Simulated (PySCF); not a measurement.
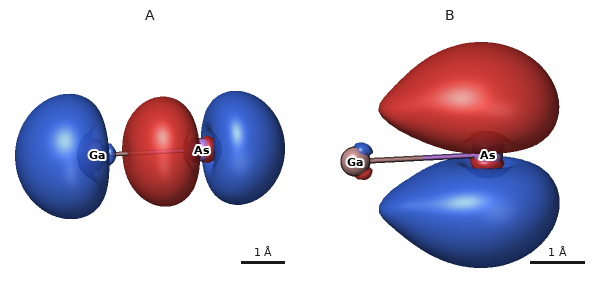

Figure. GaAs (triplet). Two frontier α-spin orbitals, each drawn at the value that holds 80 % of its norm (blue and red are the two phases), in no order; of a degenerate pair one member is drawn.

Computed with PySCF 2.14.0, PBE0/cc-pVTZ(-PP), non-relativistic Hamiltonian with scalar-relativistic core potentials where named, at a bond length of 2.570 Å.

Q: Name the orbitals and rank them from lowest to highest energy.

A: Orbital B: π, occupied in this spin, −6.69 eV; mainly on As (90 %).
Orbital A: σ, occupied in this spin, −5.72 eV; shared between the atoms (Ga 45 %, As 55 %).
